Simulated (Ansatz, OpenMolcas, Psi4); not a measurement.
**A correction line for B3LYP/6-31G* (Cartesian functions): atomisation enthalpy at 298 K**

The atomisation enthalpy at 298 K in kJ/mol of 8 S-containing molecules: x at B3LYP/6-31G* (Cartesian functions), y from tabulated heats of molecules and atoms (CRC Handbook of Chemistry and Physics, NIST-JANAF tables). Shapes, held fixed at every level: PBE0-D4/def2-TZVP. Computed values hold a harmonic thermal term (PBE0-D4/def2-TZVP) and the atoms' spin-orbit lowering. Programs: Ansatz 0.2.0, OpenMolcas 26.06, Psi4 1.11. A level may come from different programs for different species; with the same settings they agree closely.

| molecule | x (kJ/mol) | y (kJ/mol) |
| --- | --- | --- |
| SF2 (sulfur difluoride) | 675 | 732 |
| SOF2 (thionyl fluoride) | 1149 | 1229 |
| SO3 (sulfur trioxide) | 1206 | 1420 |
| SClO2F (sulfuryl chloride fluoride) | 1301 | ? |
| OCS (carbonyl sulfide) | 1355 | 1381 |
| SO2F2 (sulfuryl fluoride) | 1481 | 1693 |
| CH4S (methanethiol) | 1860 | 1889 |
| C2H4S (thiirane) | 2469 | 2501 |

Fit y = c + s·x to the known rows and predict y for SClO2F.


1. Means of the 7 rows: x = 1456.43, y = 1549.3.
2. Σ(Δx)² = 1966920, Σ(Δx·Δy) = 1890870, so the slope is 1890870/1966920 = 0.96134.
3. Intercept: 1549.3 − (0.96134) × 1456.43 = 149.2. The largest residual of the fit is 120.
4. SClO2F: 149.2 + 0.96134 × 1301 = 1400 kJ/mol.

The tabulated heats give 1533 kJ/mol, so the prediction is off by -133 kJ/mol, about the largest residual. Uncorrected, B3LYP/6-31G* (Cartesian functions) misses it by -232 kJ/mol, and the other rows by 93 on average. With references in doubt, neither the misses nor the line can be laid on the level alone. Left out in turn, the other rows are missed by 91 kJ/mol on average, hardly better than no correction. The heats of SF2, SO2F2 come from older tables and can be uncertain by 10 kJ/mol or more. The tabulated values of SOF2, SClO2F are in doubt (older tables, estimates, or at odds with other calculations) and kept here.

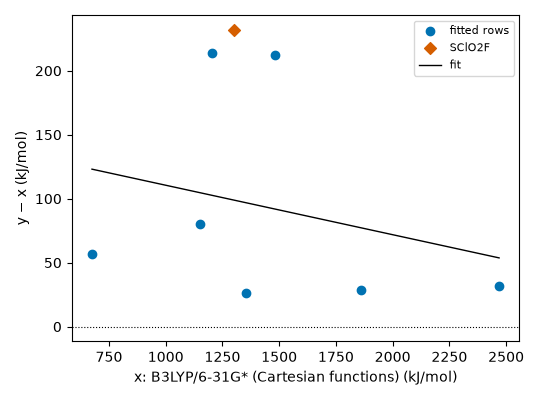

The correction y − x against x, with the fitted line and the withheld molecule.
